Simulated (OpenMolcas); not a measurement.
GeF4: single-point calculation

- system: GeF4
- method: CASPT2/6-31G (OpenMolcas 26.06)

The geometry comes from this level: GFN2-xTB.

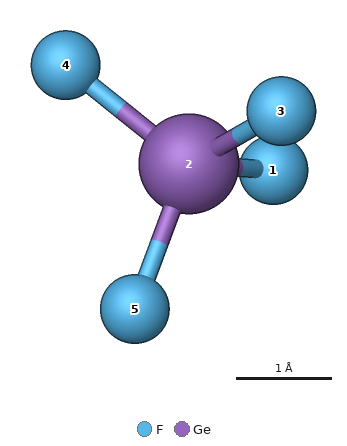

**Figure 1.** The structure (ball-and-stick view, seen at a tilt; atoms are numbered from 1 in the order of the input). Sticks mark near contacts. Bond lengths as drawn: F–Ge 1.67 Å.

### The input
```
* F4Ge CASPT2

&GATEWAY
 Coord=coord.xyz
 Basis=6-31G
 Group=NoSym

&SEWARD

&RASSCF
 FileOrb=$CurrDir/step2.RasOrb
 Spin=1
 Nactel=8 0 0
 Inactive=30
 Ras2=8
 OrbListing=Nothing
 OrbAppear=Compact

&CASPT2
 Imaginary=0.2
```

### File coord.xyz
```
5

F     -0.445650     0.094790     1.609200
Ge     0.000290     0.000080     0.000400
F      1.262460    -1.085410    -0.160740
F     -1.300340    -0.518920    -0.916670
F      0.483230     1.509470    -0.532190
```

Machine: 1 thread of Arm Neoverse V1, 24 GiB of memory available, shared host.

Launched with:
```bash
export MOLCAS_MEM=1860
pymolcas step3.input > step3.log
```

### Output
```
--- Start Module: gateway ---

                                              &GATEWAY

                       available to each process: 1.9 GB of memory, 1 thread

++    Symmetry information:
      ---------------------

                    Character Table for C1

                             E
                    a        1  x, y, xy, Rz, z, xz, Ry, yz, Rx, I
--

++    Basis set information:
      ----------------------

      Basis set label: F.6-31G.........

      Electronic valence basis set:
      ------------------
      Associated Effective Charge   9.000000 au
      Associated Actual Charge      9.000000 au
      Nuclear Model: Point charge

      Shell  nPrim  nBasis  Cartesian Spherical Contaminant
         s      10       3        X
         p       4       2        X

      Basis set label: GE.6-31G.........

      Electronic valence basis set:
      ------------------
      Associated Effective Charge  32.000000 au
      Associated Actual Charge     32.000000 au
      Nuclear Model: Point charge

      Shell  nPrim  nBasis  Cartesian Spherical Contaminant
         s      22       5        X
         p      16       4        X
         d       4       2        X

      Basis set label: F.6-31G.........

      Electronic valence basis set:
      ------------------
      Associated Effective Charge   9.000000 au
      Associated Actual Charge      9.000000 au
      Nuclear Model: Point charge

      Shell  nPrim  nBasis  Cartesian Spherical Contaminant
         s      10       3        X
         p       4       2        X
--

++    Molecular structure info:
      -------------------------

                    ************************************************
                    **** Cartesian Coordinates / bohr, angstrom ****
                    ************************************************

     Center  Label                x              y              z                     x              y              z
        1      F1              -0.842156       0.179127       3.040947             -0.445650       0.094790       1.609200
        2      GE2              0.000548       0.000151       0.000756              0.000290       0.000080       0.000400
        3      F3               2.385704      -2.051128      -0.303755              1.262460      -1.085410      -0.160740
        4      F4              -2.457286      -0.980617      -1.732255             -1.300340      -0.518920      -0.916670
        5      F5               0.913172       2.852485      -1.005693              0.483230       1.509470      -0.532190

                    ***************************************
                    *    InterNuclear Distances / bohr    *
                    ***************************************

               1 F1            2 GE2           3 F3            4 F4            5 F5
    1 F1       0.000000
    2 GE2      3.159897        0.000000
    3 F3       5.155594        3.160607        0.000000
    4 F4       5.170794        3.163255        5.161508        0.000000
    5 F5       5.157841        3.159372        5.167831        5.155633        0.000000

                    *******************************************
                    *    InterNuclear Distances / angstrom    *
                    *******************************************

               1 F1            2 GE2           3 F3            4 F4            5 F5
    1 F1       0.000000
    2 GE2      1.672145        0.000000
    3 F3       2.728223        1.672521        0.000000
    4 F4       2.736266        1.673923        2.731352        0.000000
    5 F5       2.729412        1.671868        2.734699        2.728244        0.000000
--

            Nuclear Potential Energy            458.62494577 au

--- Stop Module: gateway /rc=_RC_ALL_IS_WELL_ ---

--- Start Module: seward ---

                                              &SEWARD

                       available to each process: 1.9 GB of memory, 1 thread

               SEWARD will generate:
                  Multipole Moment integrals up to order  2
                  Kinetic Energy integrals
                  Nuclear Attraction integrals (point charge)
                  One-Electron Hamiltonian integrals
                  Velocity integrals
                  Orbital angular momentum around (  0.0002   0.0001   0.0003 )
                  Velocity quadrupole around (  0.0002   0.0001   0.0003 )
                  Two-Electron Repulsion integrals

                   Integrals are discarded if absolute value <: 1.00E-14
                   Integral cutoff threshold is set to       <: 1.00E-16

            Nuclear Potential Energy            458.62494577 au

      Basis set specifications :
      Symmetry species         a
      Basis functions           65

--- Stop Module: seward /rc=_RC_ALL_IS_WELL_ ---
--- Module seward spent 1 second ---

--- Start Module: rasscf ---

                                              &RASSCF

                       available to each process: 1.9 GB of memory, 1 thread

      Header of the ONEINT file:
      --------------------------

      OrdInt status: non-squared

      Cartesian coordinates in angstrom:
      -----------------------------------------------------
      No.  Label        X            Y            Z
      -----------------------------------------------------
       1   F1        -0.44565000   0.09479000   1.60920000
       2   GE2        0.00029000   0.00008000   0.00040000
       3   F3         1.26246000  -1.08541000  -0.16074000
       4   F4        -1.30034000  -0.51892000  -0.91667000
       5   F5         0.48323000   1.50947000  -0.53219000
      -----------------------------------------------------
      Nuclear repulsion energy =  458.62494577

++    Wave function specifications:
      -----------------------------

      Number of closed shell electrons          60
      Number of electrons in active shells       8
      Max number of holes in RAS1 space          0
      Max nr of electrons in RAS3 space          0
      Number of inactive orbitals               30
      Number of active orbitals                  8
      Number of secondary orbitals              27
      Spin quantum number                      0.0
      State symmetry                             1
--

++    Orbital specifications:
      -----------------------

      Symmetry species                           1
                                                 a
      Frozen orbitals                            0
      Inactive orbitals                         30
      Active orbitals                            8
      RAS1 orbitals                              0
      RAS2 orbitals                              8
      RAS3 orbitals                              0
      Secondary orbitals                        27
      Deleted orbitals                           0
      Number of basis functions                 65
--

++    CI expansion specifications:
      ----------------------------

      Number of CSFs                          1764
      Number of spin combinations             2485
      Number of determinants                  4900
      Number of root(s) required                 1
      Root chosen for geometry opt.              1
      CI root used                               1

      highest root included in the CI            1
      max. size of the explicit Hamiltonian    200
--

++    Optimization specifications:
      ----------------------------

      RASSCF algorithm: Conventional
      Maximum number of macro iterations       200
      Maximum number of SX iterations          100
      Threshold for RASSCF energy            1.000E-08
      Threshold for max MO rotation          1.000E-01
      Threshold for max BLB element          1.000E-04
      Level shift parameter                  5.000E-01
      Make Quasi-Newton update
--

      The MO-coefficients are taken from the file:
      step2.RasOrb
      Title: RASSCF average (pseudo-natural) orbitals

      Total molecular charge    0.00

      ************************************************************************************************************************
      *                                            Wave function control section                                             *
      ************************************************************************************************************************

                                         RASSCF iterations: Energy and convergence statistics
                                         ----------------------------------------------------

          iter iter root      energy       change     param      element    value   shift minimum  type update hh:mm:ss
 Nr of preliminary CI iterations:   4
      Total energies have been shifted. Add                -2000.00 au
        1   1    6    1  -472.91956625    0.00E+00   1.46E-04   31  45 1  1.53E-04*  0.00   0.00    SX    NO    0:00:00
        2   1    5    1  -472.91956627   -1.69E-08* -5.53E-05   31  45 1  1.78E-05   0.00   0.00    SX    NO    0:00:00
        3   1    5    1  -472.91956627   -1.78E-09   2.92E-05   31  45 1  6.07E-06   0.00   0.00    SX    NO    0:00:00
        4   5    5    1  -472.91956785   -1.58E-06*  1.32E-04   31  45 1 -1.16E-04*  0.00   0.00    SX    NO    0:00:00
        5   1    5    1  -472.91956786   -8.74E-09   6.10E-05   20  56 1 -2.13E-05   0.00   1.19    QN   YES    0:00:00
      Convergence after  5 iterations
        6   3    5    1  -472.91956787   -3.77E-09   6.10E-05   31  45 1 -1.11E-05   0.00   1.19    QN   YES    0:00:00

      ************************************************************************************************************************
                                                      Wave function printout:
                       occupation of active orbitals, and spin coupling of open shells (u,d: Spin up or down)
      ************************************************************************************************************************

      Note: transformation to natural orbitals
      has been made, which may change the order of the CSFs.

      printout of CI-coefficients larger than  0.05 for root  1
      energy=   -2472.919568
      conf/sym  11111111     Coeff  Weight
             1  22220000   0.98122 0.96279
            18  22202000  -0.05467 0.00299

      Natural orbitals and occupation numbers for root  1
      sym 1:   1.985530   1.984372   1.978391   1.976240   0.031607   0.010129   0.018253   0.015477

      ************************************************************************************************************************
      *                                                    Final results                                                     *
      ************************************************************************************************************************

++    Final optimization conditions:
      ------------------------------

      Average CI energy                           -2472.91956787
      RASSCF energy for state  1                  -2472.91956787
      Super-CI energy                                -0.00000000
      RASSCF energy change                            0.00000000
      Max change in MO coefficients               7.208E-05
      Max non-diagonal density matrix element     6.098E-05
      Maximum BLB matrix element                 -1.105E-05
      (orbital pair  31,  45 in symmetry   1)
      Norm of electronic gradient            2.032E-05
--

      Final state energy(ies):
      ------------------------

::    RASSCF root number  1 Total energy:  -2472.91956787
      Von Neumann Entropy (Root   1) =  0.30347

      Mulliken population analysis for root number:  1
      -----------------------------------------------

++    Molecular charges:
      ------------------

      Mulliken charges per centre
      ---------------------------

                F1      GE2     F3      F4      F5
      Total    9.5173 29.9068  9.5173  9.5055  9.5531

      N-E     -0.5173  2.0932 -0.5173 -0.5055 -0.5531

      Total electronic charge=   68.000000

      Total            charge=   -0.000000
--

      Expectation values of various properties for root number:  1
      -----------------------------------------------------------

++    Molecular properties:
      ---------------------

      Charge (e):
                      =   -0.0000
      Dipole Moment (debye):
      Origin of the operator (angstrom)=    0.0001    0.0000    0.0001
                   X= -9.9638E-02               Y= -1.8906E-01               Z=  3.1055E-02           Total=  2.1595E-01
      Quadrupole Moment (debye*angstrom):
      Origin of the operator (angstrom)=    0.0001    0.0000    0.0001
                  XX= -3.9621E+01              XY= -3.4416E-02              XZ=  9.2449E-02              YY= -4.0038E+01
                  YZ=  1.3519E-01              ZZ= -3.9740E+01
      In traceless form (debye*angstrom)
                  XX=  2.6816E-01              XY= -5.1624E-02              XZ=  1.3867E-01              YY= -3.5756E-01
                  YZ=  2.0278E-01              ZZ=  8.9402E-02
--

      Average orbitals are written to the RASORB file
      Natural orbitals for root   1 are written to the RASORB.1 file
      Spin density orbitals for root   1 are written to the SPDORB.1 file

--- Stop Module: rasscf /rc=_RC_ALL_IS_WELL_ ---
--- Module rasscf spent 1 second ---

--- Start Module: caspt2 ---

                                              &CASPT2

                       available to each process: 1.9 GB of memory, 1 thread

++    Wave function specifications:
      -----------------------------

      Number of closed shell electrons          22
      Number of electrons in active shells       8
      Max number of holes in RAS1 space          0
      Max number of electrons in RAS3 space      0
      Number of inactive orbitals               11
      Number of active orbitals                  8
      Number of secondary orbitals              27
      Spin quantum number                      0.0
      State symmetry                             1
      Number of CSFs                          1764
      Number of CASSCF root(s) available         1
      CASPT2 state passed to geometry opt.       1
      A file JOBMIX will be created
      This is a CASSCF or RASSCF reference function
--

++    Orbital specifications:
      -----------------------

      Symmetry species                           1
                                                 a
      Frozen orbitals                           19
      Inactive orbitals                         11
      Active orbitals                            8
      Secondary orbitals                        27
      Deleted orbitals                           0
      Number of basis functions                 65
--

++    CASPT2 specifications:
      ----------------------

      Type of calculation                        SS-CASPT2
      Fock operator                              state-specific
      IPEA shift                                 0.25
      Real shift                                 0.00
      Imaginary shift                            0.20
      The input orbitals will be transformed to quasi-canonical
--

--------------------------------------------------------------------------------
 Estimated memory requirements:
  POLY3 :                   450746
  RHS:                      413208
  SIGMA :                   402064
  PRPCTL:                        0
 Available workspace:    232475521

++ CASPT2 computation for group   1

********************************************************************************
 Multi-State initialization phase begins for group   1
--------------------------------------------------------------------------------
********************************************************************************
 Compute H0 matrices for state    1
--------------------------------------------------------------------------------
--------------------------------------------------------------------------------
 H0 matrices have been computed.

********************************************************************************
  CASPT2 EQUATION SOLUTION
--------------------------------------------------------------------------------

  Total nr of CASPT2 parameters:
   Before reduction:      219365
   After  reduction:      218764

 Variance of |WF0>:       1.7401355802

 The contributions to the second order correlation energy in atomic units.
-----------------------------------------------------------------------------------------------------------------------------
  IT.      VJTU        VJTI        ATVX        AIVX        VJAI        BVAT        BJAT        BJAI        TOTAL       RNORM
-----------------------------------------------------------------------------------------------------------------------------
   1    -0.003454   -0.002752   -0.002166   -0.128622   -0.015176   -0.003875   -0.018265   -0.228880   -0.403190    0.038764
   2    -0.003746   -0.003046   -0.002254   -0.132757   -0.016046   -0.003990   -0.018529   -0.230019   -0.410386    0.008286
   3    -0.003804   -0.003057   -0.002249   -0.132802   -0.015997   -0.003985   -0.018605   -0.229891   -0.410392    0.002323
   4    -0.003813   -0.003068   -0.002247   -0.132640   -0.015972   -0.003982   -0.018590   -0.229826   -0.410139    0.000460
   5    -0.003815   -0.003068   -0.002247   -0.132634   -0.015972   -0.003982   -0.018592   -0.229828   -0.410137    0.000115
   6    -0.003815   -0.003067   -0.002247   -0.132639   -0.015972   -0.003982   -0.018593   -0.229831   -0.410147    0.000027
   7    -0.003815   -0.003067   -0.002247   -0.132639   -0.015972   -0.003982   -0.018593   -0.229831   -0.410147    0.000006
   8    -0.003815   -0.003067   -0.002247   -0.132639   -0.015972   -0.003982   -0.018592   -0.229831   -0.410146    0.000001
-----------------------------------------------------------------------------------------------------------------------------

  FINAL CASPT2 RESULT:

      Reference energy:       -2472.9195678651
      E2 (Non-variational):      -0.4101464408
      Shift correction:          -0.0011604054
      E2 (Variational):          -0.4113068463
      Total energy:           -2473.3308747113
      Residual norm:              0.0000003301
      Reference weight:           0.90383

      Contributions to the CASPT2 correlation energy
      Active & Virtual Only:         -0.0062290603
      One Inactive Excited:          -0.1550467720
      Two Inactive Excited:          -0.2488706086

++ Denominators, etc.
--------------------------------------------------------------------------------------------------------------
 Report on small energy denominators, large coefficients, and large energy contributions.
CASE  SYMM ACTIVE-MIX  NON-ACTIVE INDICES          DENOMINATOR     RHS VALUE       COEFFICIENT     CONTRIBUTION
--

   (Skipping property calculation,
    use PROP keyword to activate)
--

  Total CASPT2 energies:
::    CASPT2 Root  1     Total energy:  -2473.33087471

  A NEW JOBIPH FILE NAMED 'JOBMIX' IS PREPARED.
********************************************************************************
--- Stop Module: caspt2 /rc=_RC_ALL_IS_WELL_ ---
--- Module caspt2 spent 1 second ---

.##################.
.# Happy landing! #.
.##################.

    Timing: Wall=5.01 User=4.15 System=0.85
```

### Key numbers

| quantity | value |
| --- | --- |
| outcome | converged |
| total energy | −2473.330875 hartree |
| CASSCF energy | −2472.919568 hartree |
| basis functions | 65 |
| wall time | 5.4 s |
| peak memory | 0.4 GiB |
